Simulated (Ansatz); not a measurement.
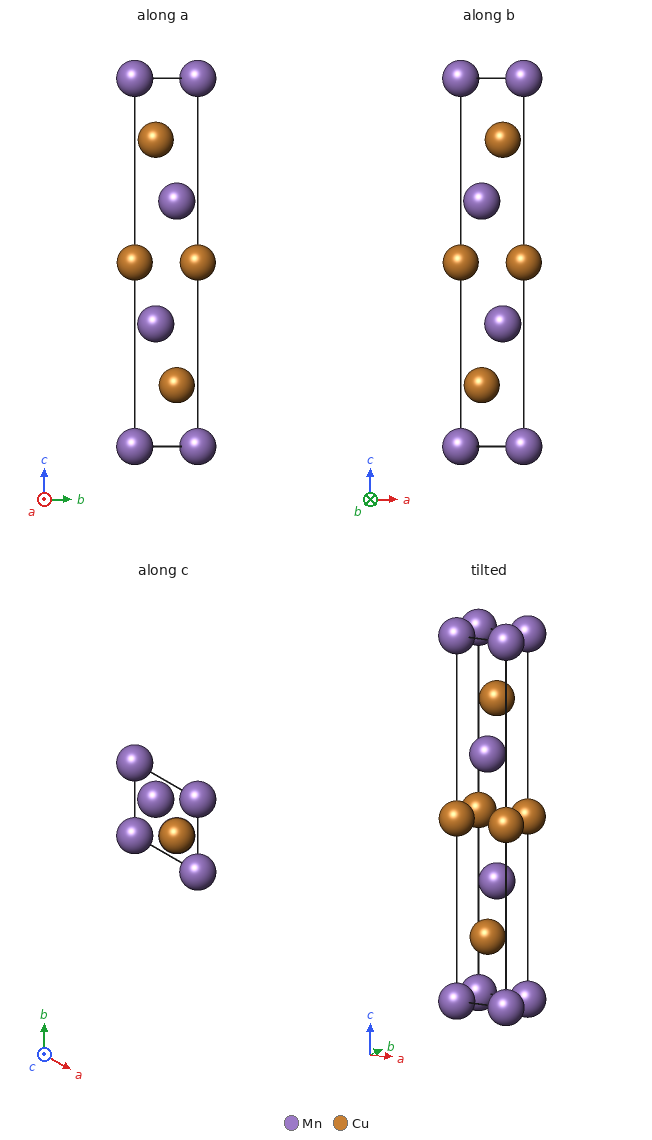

This spheres-only model is shown along the a axis, along the b axis, along the c axis and slightly off an axis. The box is the conventional unit cell; atoms on or close to its faces, edges and corners are drawn wherever they repeat.

Lattice parameters: a = 2.557 Å, b = 2.557 Å, c = 12.927 Å, α = 90.00°, β = 90.00°, γ = 120.00°.

Express the structure as a table of Wyckoff sites.

Space group R-3m:H (No. 166).
```csv
atom,site,x,y,z
Mn,3a,0.0000,0.0000,0.0000
Cu,3b,0.3333,0.6667,0.1667
```

It derives from a structure type filled with these elements by a generator (whether the compound takes this form wasn't checked). It is drawn as it came out of a relaxation with DFT PBE, scalar-relativistic, plane waves, PAW (Ansatz 0.2.0).
